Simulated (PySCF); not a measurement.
CH2OS, SMILES `S.[C-]#[O+]`.

PySCF calculation, B3LYP/def2-SVPD, gas phase; geometry: an unrelaxed start of a pair search.

Cartesian coordinates (Å):

```
S1      -1.7168   -0.0351    0.0189
H2      -1.6484    1.2718   -0.2084
H3      -0.3861   -0.1850   -0.0470
C4       1.6583   -0.4971   -0.0584
O5       2.4442    0.3072    0.0378
```

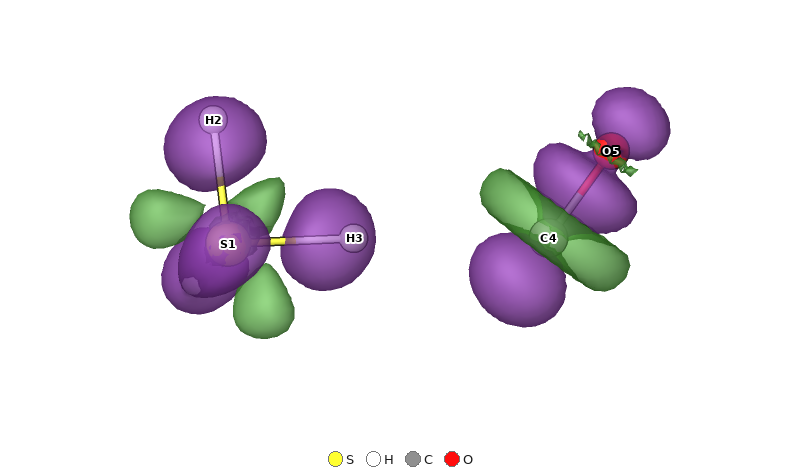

Deformation density (molecule less spherical, spin-averaged free atoms at the same positions), surfaces at ±0.08 e/Å³; purple: gain, green: loss.

How much density has each bond gained at its critical point, relative to the free atoms?

Answer. C4–O5: +0.86 e/Å³ at the bond critical point (bond length 1.13 Å). S1–H3: +0.21 e/Å³ at the bond critical point (bond length 1.34 Å). S1–H2: +0.16 e/Å³ at the bond critical point (bond length 1.33 Å). In all, 1.1 electrons gather in the regions of gain relative to the promolecule.
